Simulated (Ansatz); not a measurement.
## InSe monolayer under uniaxial strain along a, the zigzag direction, with the width clamped

Aim: how do the optical modes of InSe monolayer shift and split under this strain?

Calculated with Ansatz 0.2.0; DFT PBEsol, scalar-relativistic, plane waves, PAW; PAW set soft_1.

## Step 1: The starting structure

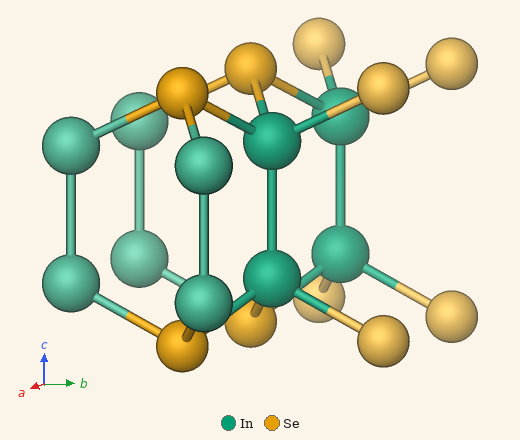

The cell as given, slightly off an axis (indium teal, selenium orange). 2×1×1 cells are drawn. Some periodic images of atoms are drawn too.

The cell holds 4 atoms: 2 In and 2 Se. Cell: a = 4.130 Å, b = 4.130 Å, c = 34.100 Å, α = 90.0°, β = 90.0°, γ = 120.0°. Vacuum lies along c. The height across the vacuum is the one that the program set for its solve, not the one typed.

## Step 2: Relaxation

The cell and atoms are relaxed, since residual forces and stress would shift the frequencies. The program lengthens the typed cell of 22.0 Å along the normal to 34.1 Å, as its cut-off of the electrostatics needs, and moves no atom.

input.yaml reads:

```yaml
crystal:
  lattice:
    - [4.13, 0.0, 0.0]
    - [-2.065, 3.57668, 0.0]
    - [0.0, 0.0, 22.0]
  atoms:
    - { symbol: In, position: [0.333333, 0.666667, 0.563636] }
    - { symbol: In, position: [0.333333, 0.666667, 0.436364] }
    - { symbol: Se, position: [0.666667, 0.333333, 0.617045] }
    - { symbol: Se, position: [0.666667, 0.333333, 0.382955] }
  periodic: [true, true, false]
kpoints:
  mp_grid: { grid: [9, 9, 1] }
hamiltonian:
  xc: pbesol
  pseudopotentials: { kind: paw, azcp: { folder: soft_1 }, xc_functional: pbe }
scf:
  occupations: { method: gaussian, width: 0.02 }
output:
  forces: true
  stress: true
  eigenvalues: true
  write_density: true
  write_potential: true
  elf: true
  volumetric_format: npy
relax:
  adjacent_minimum: "off"
  f_tol: 0.005
  max_steps: 80
  cell: { stress_2d_tol: 0.02 }
```

Launch:

```sh
$ ansatz run input.yaml --threads 4 --pin off --max-ram 16384MiB --backend cpu --events-out ev --progress --plain --runs-dir out
```

Numbers of over 12 decimals in the logs are rounded to 6 here.

The program printed:

```text
Warning: crystal.periodic: the lattice vector that does not repeat stood 0.000° off the slab's normal, 22.000 Å along it as the deck builds it. The run solves the slab on a vector along the normal, 34.100 Å long, with every atom where it was (on the deck's vector they left 16.85 Å outside them, and the widest stretch free of ions among them is 2.80 Å). A fractional position that the run reports is one of the run's ce [...]
Warning: the atoms were moved onto the symmetric positions of the space group found under crystal.symmetry.tolerance 1.0e-5 (fractional; no operation is sought that the atoms, as they stand in a round, miss by more than twice it, and no atom is moved by as much as it), and the run uses the moved positions. Before a round's move an operation carried an atom to 4.13e-6 Å from where it should land, the largest such dist [...]
crystal.periodic: the lattice vector that does not repeat stood 0.000° off the slab's normal, 22.000 Å along it as the deck builds it. The run solves the slab on a vector along the normal, 34.100 Å long, with every atom where it was (on the deck's vector they left 16.85 Å outside them, and the widest stretch free of ions among them is 2.80 Å). A fractional position that the run reports is one of the run's cell, which [...]
Engine: ansatz 0.2.0, aarch64-unknown-linux-gnu
Pseudopotentials: kind: paw
Pseudopotential: In, paw, valence charge 13, recommended cutoff 420 eV (normal), soft_1/In.paw.azcp
Pseudopotential: Se, paw, valence charge 16, recommended cutoff 420 eV (normal), soft_1/Se.paw.azcp
Functional definition: PBEsol
  exchange = pbesol_x
  correlation = pbesol_c
Crystal: 4 atoms, lattice volume = 503.714 Å³
Basis set: ecut = 420 eV, 9725 PW (Γ), exchange–correlation on 60×60×480 points (8 copies of the dense FFT grid, shifted against one another)
Bands: 35, of which v1, the nominal top of the filled ones, is band 29 counted from 1 (28 counted from 0)
Symmetry: 12 space group operations
Space group: P-6m2 (ITA 187), of the structure as read, at distance tolerance 8.0e-5 Å
k-points: 12 of 81 (time reversal used)
Non-local potential: In, projectors of the file, l = 0: 2, l = 1: 2, l = 2: 2, l = 3: 1
Non-local potential: Se, projectors of the file, l = 0: 2, l = 1: 2, l = 2: 3, l = 3: 1
PAW form: soft (Blöchl's): semilocal exchange-correlation on the pseudo side does not see the compensation charge
PAW frozen core: In, regenerated for the run's functional, and the local potential with it (the file was generated under x = pbe(κ = 0.804, μ = 0.219515), c = pbe(β = 0.066725))
PAW frozen core: Se, regenerated for the run's functional, and the local potential with it (the file was generated under x = pbe(κ = 0.804, μ = 0.219515), c = pbe(β = 0.066725))
PAW one-centre angular grid: In, 590 points (default); XC on 64 Gauss nodes
PAW one-centre angular grid: Se, 590 points (default); XC on 64 Gauss nodes
Initial density: superposition of atomic densities (neutral atoms: chi_scale 0, normalization atom)
Initial wavefunctions: pseudopotential atomic-orbital guess
Functional: x = pbesol(κ = 0.804, μ = 0.123457), c = pbesol(β = 0.046)
iter 1 solved again at ethr=3.01e-3 eV; its pass at ethr=3.10e-3 eV (dr2=1.74e0 eV) is discarded
SCF iter   1: F=—  HF=-21901.677606 eV  |F-HF|=—  |Δ(HF+E_count)|=         —  Δρ=1.40e-2  dr2=1.76e0  ethr=3.01e-3  ⟨swp⟩=1.0  Hψ=3010  notcnv=0
preconditioner: auto → Resta (q_TF=auto, 1.903 Å⁻¹)  ε∞=1.6  [insulator: Δε(μ)=1.181 eV  Ē_g=13.459 eV  σ=0.020 eV  W_gap=1.00  n_scr=62 (ndim 8)  ℏωp=10.2 eV  f_vac=0.738  D(μ)=0.00/eV (n_scr^D=0)  ε∞_Penn≈1.6  vacuum switching on, ρ_ref=1.3e-2 e/Å³]
SCF iter   2: F=—  HF=-21901.256774 eV  |F-HF|=—  |Δ(HF+E_count)|=   4.21e-1  Δρ=6.92e-3  dr2=4.26e-1  ethr=3.01e-3  ⟨swp⟩=5.2  Hψ=976  notcnv=0  defer=1
SCF iter   3: F=—  HF=-21901.203865 eV  |F-HF|=—  |Δ(HF+E_count)|=   5.29e-2  Δρ=3.68e-3  dr2=1.24e-1  ethr=7.34e-4  ⟨swp⟩=4.0  Hψ=911  notcnv=0  defer=14
SCF iter   4: F=—  HF=-21901.185709 eV  |F-HF|=—  |Δ(HF+E_count)|=   1.82e-2  Δρ=1.30e-3  dr2=6.75e-3  ethr=2.14e-4  ⟨swp⟩=3.4  Hψ=746  notcnv=0  defer=14
SCF iter   5: F=—  HF=-21901.186104 eV  |F-HF|=—  |Δ(HF+E_count)|=   3.96e-4  Δρ=2.64e-4  dr2=2.47e-4  ethr=1.16e-5  ⟨swp⟩=2.8  Hψ=697  notcnv=0  defer=14
SCF iter   6: F=—  HF=-21901.186243 eV  |F-HF|=—  |Δ(HF+E_count)|=   1.38e-4  Δρ=6.85e-5  dr2=1.67e-5  ethr=4.25e-7  ⟨swp⟩=3.3  Hψ=905  notcnv=0  defer=14
SCF iter   7: F=—  HF=-21901.186283 eV  |F-HF|=—  |Δ(HF+E_count)|=   4.01e-5  Δρ=1.86e-5  dr2=1.78e-6  ethr=2.88e-8  ⟨swp⟩=3.1  Hψ=772  notcnv=0  defer=14
iter 8 did not close the SCF: its close was put off until two iterations running show no level that it waits for move by more than its bar (scf_convergence_deferred on its scf_iter line)
SCF iter   8: F=-21901.186284 eV  HF=-21901.186283 eV  |F-HF|=4.31e-8  |Δ(HF+E_count)|=   6.43e-7  Δρ=2.96e-6  dr2=4.41e-8  ethr=1.72e-10  ⟨swp⟩=22.5  Hψ=4456  notcnv=0
iter 9 did not close the SCF: its close was put off until two iterations running show no level that it waits for move by more than its bar (scf_convergence_deferred on its scf_iter line)
SCF iter   9: F=-21901.186284 eV  HF=-21901.186284 eV  |F-HF|=2.53e-9  |Δ(HF+E_count)|=   5.85e-8  Δρ=8.28e-7  dr2=3.49e-9  ethr=7.61e-11  ⟨swp⟩=9.1  Hψ=2913  notcnv=0
SCF iter  10: F=-21901.186284 eV  HF=-21901.186284 eV  |F-HF|=2.69e-10  |Δ(HF+E_count)|=  9.82e-11  Δρ=2.64e-7  dr2=3.55e-10  ethr=6.01e-12  ⟨swp⟩=8.2  Hψ=2845  notcnv=0
SCF 1 converged in 10 iterations: F = -21901.186284 eV  dr2 = 3.55e-10
  greatest PAW one-centre occupation: 1.000 electrons in one spin orbital (limit 2), on the Se atom at site 2 (counted from 0), in its partial waves of l = 2
relax step   1: F+E_penalty+E_count = -21901.18628353 eV  Δ(F+E_penalty+E_count) = +0.000e0 eV  max|allowed force component| = 2.652e-1 eV/Å  Δτ_max = 0.0000 Å  P = -1.525 N/m  Ω = 503.714 Å³  fix = [c, alpha, beta]  reactions: c -0.000 N/m  (10 SCF iters, dr2 threshold 1.00e-7 eV, accepted)
Crystal: 4 atoms, lattice volume = 479.529 Å³
Basis set: ecut = 420 eV, 9365 PW (Γ), exchange–correlation on 60×60×480 points (8 copies of the dense FFT grid, shifted against one another)
Initial density: handed on by an earlier stage of this run
Initial wavefunctions: those handed on with the density
iter 1 solved again at ethr=8.17e-5 eV; its pass at ethr=3.10e-3 eV (dr2=4.74e-2 eV) is discarded
SCF iter   1: F=—  HF=-21901.234672 eV  |F-HF|=—  |Δ(HF+E_count)|=         —  Δρ=2.37e-3  dr2=4.77e-2  ethr=8.17e-5  ⟨swp⟩=2.7  Hψ=2862  notcnv=0
[...]
iter 1 solved again at ethr=8.01e-6 eV; its pass at ethr=3.10e-3 eV (dr2=4.65e-3 eV) is discarded
SCF iter   1: F=—  HF=-21901.253668 eV  |F-HF|=—  |Δ(HF+E_count)|=         —  Δρ=7.40e-4  dr2=4.47e-3  ethr=8.01e-6  ⟨swp⟩=3.1  Hψ=2484  notcnv=0
preconditioner: auto → Resta (q_TF=auto, 1.920 Å⁻¹)  ε∞=1.6  [insulator: Δε(μ)=1.571 eV  Ē_g=13.799 eV  σ=0.020 eV  W_gap=1.00  n_scr=62 (ndim 8)  ℏωp=10.5 eV  f_vac=0.740  D(μ)=0.00/eV (n_scr^D=0)  ε∞_Penn≈1.6  vacuum switching on, ρ_ref=1.4e-2 e/Å³]
SCF iter   2: F=—  HF=-21901.252715 eV  |F-HF|=—  |Δ(HF+E_count)|=   9.53e-4  Δρ=4.36e-4  dr2=1.57e-3  ethr=7.70e-6  ⟨swp⟩=3.3  Hψ=702  notcnv=0
SCF iter   3: F=—  HF=-21901.252481 eV  |F-HF|=—  |Δ(HF+E_count)|=   2.34e-4  Δρ=1.89e-4  dr2=4.46e-4  ethr=2.70e-6  ⟨swp⟩=3.2  Hψ=708  notcnv=0
SCF iter   4: F=—  HF=-21901.252400 eV  |F-HF|=—  |Δ(HF+E_count)|=   8.12e-5  Δρ=5.64e-5  dr2=2.00e-5  ethr=7.69e-7  ⟨swp⟩=2.4  Hψ=629  notcnv=0
SCF iter   5: F=—  HF=-21901.252431 eV  |F-HF|=—  |Δ(HF+E_count)|=   3.14e-5  Δρ=1.47e-5  dr2=8.76e-7  ethr=3.44e-8  ⟨swp⟩=2.9  Hψ=718  notcnv=0
SCF iter   6: F=-21901.252431 eV  HF=-21901.252431 eV  |F-HF|=6.32e-9  |Δ(HF+E_count)|=   3.69e-7  Δρ=1.87e-6  dr2=1.66e-8  ethr=6.90e-10  ⟨swp⟩=17.0  Hψ=4342  notcnv=0
SCF 3 converged in 6 iterations: F = -21901.252431 eV  dr2 = 1.66e-8
  Residual-converged pass: ⟨swp⟩=1.0  Hψ=468  notcnv=0  max |occ|·‖R‖ = 7.0e-9 eV (tolerance 1.0e-8 eV)  dr2=1.66e-8  dr2_onsite=1.16e-8  max |Δocc| = 0.0e0
relax step   3: F+E_penalty+E_count = -21901.25243148 eV  Δ(F+E_penalty+E_count) = -3.072e-2 eV  max|allowed force component| = 8.792e-2 eV/Å  Δτ_max = 0.0256 Å  P = -0.695 N/m  Ω = 478.228 Å³  energy of the carried Pulay correction = +5.722e-4 eV  fix = [c, alpha, beta]  reactions: c -0.000 N/m  (6 SCF iters, dr2 threshold 4.00e-7 eV, accepted)
[...]
relax step   4: F+E_penalty+E_count = -21901.25676663 eV  Δ(F+E_penalty+E_count) = -4.335e-3 eV  max|allowed force component| = 1.194e-2 eV/Å  Δτ_max = 0.0044 Å  P = -0.003 N/m  Ω = 471.485 Å³  energy of the carried Pulay correction = +7.322e-4 eV  fix = [c, alpha, beta]  reactions: c -0.000 N/m  (5 SCF iters, dr2 threshold 4.00e-7 eV, accepted)
[...]
relax step   5: F+E_penalty+E_count = -21901.25677267 eV  Δ(F+E_penalty+E_count) = -6.046e-6 eV  max|allowed force component| = 8.993e-4 eV/Å  Δτ_max = 0.0007 Å  P = -0.000 N/m  Ω = 471.627 Å³  energy of the carried Pulay correction = +7.288e-4 eV  fix = [c, alpha, beta]  reactions: c -0.000 N/m  (4 SCF iters, dr2 threshold 8.91e-9 eV, accepted)
Basis set: ecut = 420 eV, 9281 PW (Γ), exchange–correlation on 54×54×480 points (8 copies of the dense FFT grid, shifted against one another)
Initial wavefunctions: pseudopotential atomic-orbital guess (no wavefunctions were taken with the density)
iter 1 solved again at ethr=1.88e-7 eV; its pass at ethr=3.10e-3 eV (dr2=1.09e-4 eV) is discarded
SCF iter   1: F=—  HF=-21901.256077 eV  |F-HF|=—  |Δ(HF+E_count)|=         —  Δρ=2.92e-5  dr2=7.43e-7  ethr=1.88e-7  ⟨swp⟩=6.1  Hψ=4331  notcnv=0
SCF iter   2: F=—  HF=-21901.256096 eV  |F-HF|=—  |Δ(HF+E_count)|=   1.92e-5  Δρ=1.44e-5  dr2=2.20e-7  ethr=1.28e-9  ⟨swp⟩=2.9  Hψ=884  notcnv=0
SCF iter   3: F=—  HF=-21901.256096 eV  |F-HF|=—  |Δ(HF+E_count)|=   1.15e-7  Δρ=3.44e-6  dr2=6.28e-8  ethr=3.79e-10  ⟨swp⟩=3.1  Hψ=705  notcnv=0
SCF iter   4: F=—  HF=-21901.256096 eV  |F-HF|=—  |Δ(HF+E_count)|=   1.46e-9  Δρ=1.30e-6  dr2=4.45e-8  ethr=1.08e-10  ⟨swp⟩=3.2  Hψ=887  notcnv=0
SCF iter   5: F=—  HF=-21901.256096 eV  |F-HF|=—  |Δ(HF+E_count)|=   7.35e-9  Δρ=2.55e-7  dr2=5.12e-10  ethr=7.68e-11  ⟨swp⟩=2.3  Hψ=493  notcnv=0
SCF iter   6: F=—  HF=-21901.256096 eV  |F-HF|=—  |Δ(HF+E_count)|=  2.18e-11  Δρ=9.92e-8  dr2=4.48e-11  ethr=1.00e-12  ⟨swp⟩=3.2  Hψ=847  notcnv=0
SCF iter   7: F=—  HF=-21901.256096 eV  |F-HF|=—  |Δ(HF+E_count)|=  1.02e-10  Δρ=4.01e-8  dr2=7.33e-12  ethr=1.00e-12  ⟨swp⟩=1.5  Hψ=426  notcnv=0
SCF iter   8: F=-21901.256096 eV  HF=-21901.256096 eV  |F-HF|=1.49e-10  |Δ(HF+E_count)|=  6.91e-11  Δρ=1.08e-8  dr2=7.13e-13  ethr=1.00e-12  ⟨swp⟩=10.2  Hψ=2606  notcnv=0
SCF 6 converged in 8 iterations: F = -21901.256096 eV  dr2 = 7.13e-13
relax step   6: F+E_penalty+E_count = -21901.25609617 eV  Δ(F+E_penalty+E_count) = +6.765e-4 eV  max|allowed force component| = 9.656e-4 eV/Å  Δτ_max = 0.0000 Å  P = -0.003 N/m  Ω = 471.627 Å³  fix = [c, alpha, beta]  reactions: c -0.000 N/m  stress off target by 2.53e-3 N/m on what of the cell is left free  SCF on the basis re-selected at this cell (its energy is not comparable with the rows above)  (8 SCF iters)
basis re-selected at this cell: Δ(F+E_penalty+E_count) = +6.765e-4 eV, ΔP = -0.003 N/m vs the last step (what re-selecting the basis moved, of the pressure what is left beyond the Pulay correction that the steps carried, after the strain that the cell walked since its last selection, with what the two solves' SCF thresholds leave and, on support functions, any second-order correction that the steps lacked; it is no measure of the basis error at this ecutwfc). The dense FFT grid was sized anew with the basis: this SCF ran on 27×27×240 points, the steps before it on 30×30×240, so part of this shift can come from that change (see relax.cell in the input reference). [rest of the remark cut]
SCF converged after 8 iterations
Free energy (F): -21901.256096 eV
Harris-Foulkes:  -21901.256096 eV  (|F-HF|=1.49e-10)
Internal energy: -21901.256096 eV  (E = F + TS)
E sigma→0 (E₀):  -21901.256096 eV
Fermi energy:    -5.184110 eV
--- Per-component energies (eV) ---
  E_band       = -1637.074532
  E_kinetic    = 658.631320
  E_local      = -139198.169181  (includes V_loc(G=0)·N_el)
  E_nonlocal   = -48.283341
  E_hartree    = 69121.614613
  E_xc         = -451.578519
  E_vxc        = -358.622452  (∫ρ·V_xc dr)
  E_paw        = -12449.054489  (= ΣΔE_a)
  E_vpaw       = -933.859654  (= ΣTr[D̂ρ^β])
  E_aug_tail   = -0.000472  (compensation charges beyond the density's cutoff)
  E_ewald      = 60463.095262
  E_core_change = 2.488711  (= ΣΔE_core)
  E_smearing   = -0.000000  (= −TS)
  E_closure    = -0.000000  (closes the sum)
  Σ components = -21901.256096   (vs F -21901.256096, Δ=0.00e0)
--- Forces (eV/Å), atoms counted from 1 ---
  atom   1  In     0.00000000    -0.00000000    -0.00019082
  atom   2  In     0.00000000    -0.00000000     0.00019082
  atom   3  Se    -0.00000000     0.00000000     0.00096564
  atom   4  Se    -0.00000000     0.00000000    -0.00096564
  max |Σ_I F_I| component: 4.35e-17 eV/Å
--- 2D stress c σ (N/m, compression-positive) ---
       -0.002534       0.000000       0.000000
        0.000000      -0.002534       0.000000
        0.000000       0.000000       0.000000
  P = ½ c Tr σ = -0.0025 N/m
--- Band table (eV; the first three rows and the last of 12) ---
  k-point 0: bands = [... 25 lower, -6.4585, -6.3805, -6.3805, -6.0815, -4.3608, -3.1985, -0.9092 (-0.9091°), -0.9092 (-0.9091°), ... 2 higher]
  k-point 1: bands = [... 25 lower, -7.0316, -6.6148, -6.5185, -6.0166, -3.7642, -2.5835, -1.5387 (-1.5387°), -0.7861 (-0.7860°), ... 2 higher]
  k-point 2: bands = [... 25 lower, -7.7164, -6.9678, -6.8337, -6.0401, -3.2003, -2.9204, -1.2252 (-1.2252°), -1.0236 (-1.0236°), ... 2 higher]
  k-point 11: bands = [... 25 lower, -8.8527, -7.7852, -7.3018, -7.1058, -3.4916, -2.8032, -1.9600, -0.9783, ... 2 higher]
  ° read free of the cell's end (the report's vacuum.weakly_bound_levels)
--- Relaxed structure (5 steps of the walk, 5 accepted, 1 SCFs on fresh bases) ---
  F+E_penalty+E_count = -21901.25609617 eV   max|allowed force component| = 9.656e-4 eV/Å   (the final SCF, on the basis selected at the relaxed cell)
  cell:  # Å, volume = 471.6270 Å³
    - [3.996291, 0, 0.0]
    - [-1.998145, 3.460889, 0.0]
    - [0.0, 0.0, 34.099960]
  atoms:
    - { symbol: In, position: [0.333333, 0.666667, 0.363243] }
    - { symbol: In, position: [0.333333, 0.666667, 0.281919] }
    - { symbol: Se, position: [0.666667, 0.333333, 0.400864] }
    - { symbol: Se, position: [0.666667, 0.333333, 0.244298] }
```

It took 42 s on 4 threads of Arm Neoverse V1, shared host; peak memory 0.93 GiB; 2.6 min of CPU time.

Relaxation path:

```tsv
step	energy less that of the first step (eV)	largest force component (eV/Å)	volume (Å³)
1	0.0000	0.2652	503.71
2	-0.0354	0.6371	479.53
3	-0.0661	0.0879	478.23
4	-0.0705	0.0119	471.49
5	-0.0705	0.0009	471.63
6*	-0.0698	0.0010	471.63
```

Relaxation steps marked * repeat the geometry before them on a plane-wave basis chosen anew for their cell, so energy and pressure can jump there.

Forces are held to the 12 operations that the run works with; a distortion that breaks them can't arise in this run.

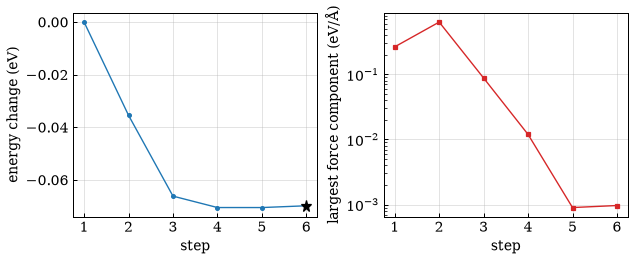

Energy and largest force along the relaxation. Stars mark steps on a basis chosen anew.

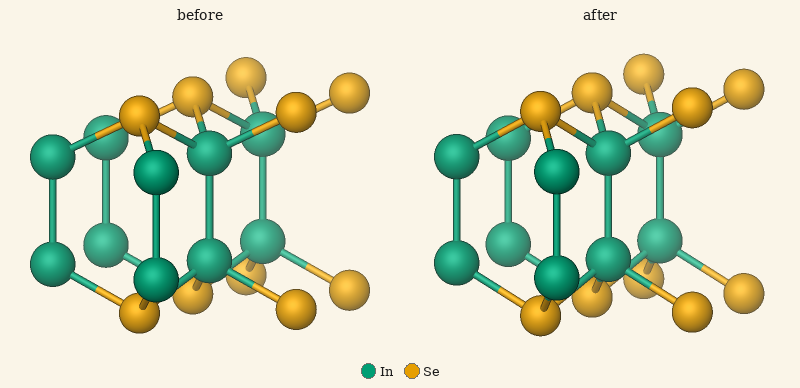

Before and after, at one scale.

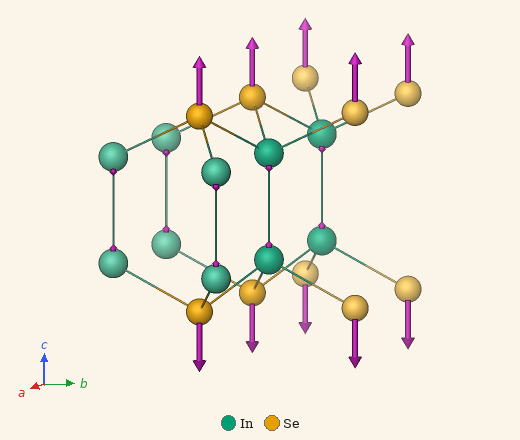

Displacements in the relaxation, exaggerated, measured against the changing cell; the longest in the cell stands for 0.09 Å. 2×1×1 cells are drawn. Some periodic images of atoms are drawn too.

```tsv
cell as run	before	after	change
a (Å)	4.130	3.996	-3.2 %
b (Å)	4.130	3.996	-3.2 %
```

The atoms that moved most (Å, along periodic axes as changes of fractional coordinates times the final cell, across vacuum about the mean position):

```tsv
atom	dx	dy	dz	length
Se4	0.000	0.000	-0.094	0.094
Se3	0.000	0.000	0.094	0.094
In2	0.000	0.000	0.013	0.013
In1	0.000	0.000	-0.013	0.013
```

The relaxed structure:

```xyz
4
Lattice="3.9963 0.0000 0.0000 -1.9981 3.4609 0.0000 0.0000 0.0000 34.1000" Properties=species:S:1:pos:R:3
In    0.0000    2.3073   12.3866
In    0.0000    2.3073    9.6134
Se    1.9981    1.1536   13.6694
Se    1.9981    1.1536    8.3306
```

Numbers from this step:

```
gap on the k-mesh : 1.647 eV
area per atom     : 3.458 Å²
```

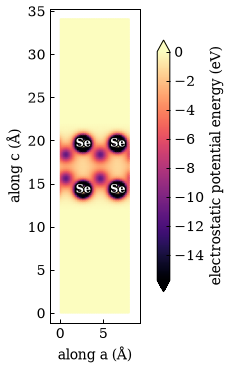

Electrostatic potential energy in the ac plane at fractional y = 0.333, with atoms of Se within 0.2 Å of it. With pseudopotentials it is smooth inside the atoms' cores, unlike the true potential.

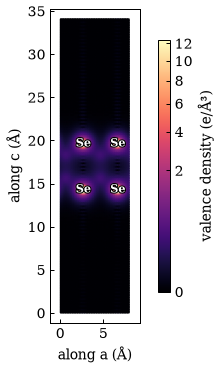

Valence density in the ac plane at fractional y = 0.333, with atoms of Se within 0.2 Å of it. It is the smooth field of the valence electrons, not physical close to the nuclei. The colour scale is stretched toward low values.

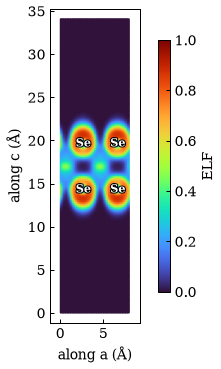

ELF in the ac plane at fractional y = 0.333, with atoms of Se within 0.2 Å of it. It is the smooth field of the valence electrons, not physical close to the nuclei.

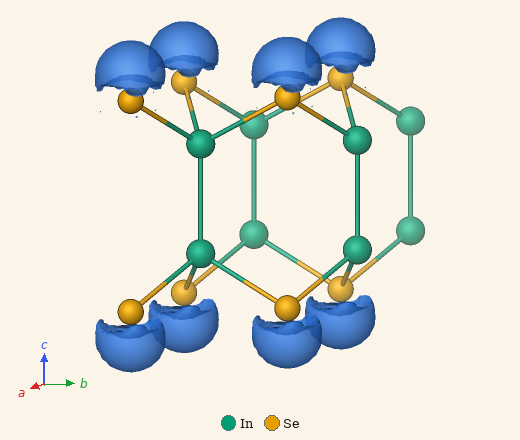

Surface of ELF = 0.8. 2×2×1 cells are drawn.

The relaxation ends with a largest force component of 9.7e-4 eV/Å.

(Continued in part 2 of 3.)

[Logs are printed without paths, hosts, clocks, repeated set-up lines and the standing remarks that a program may print on its own settings, such as how far it seeks lower states.]

[Hosts, paths, dates, database ids (printed as entryN), source tags and the programs' standing remarks are cut or masked in the printed files.]
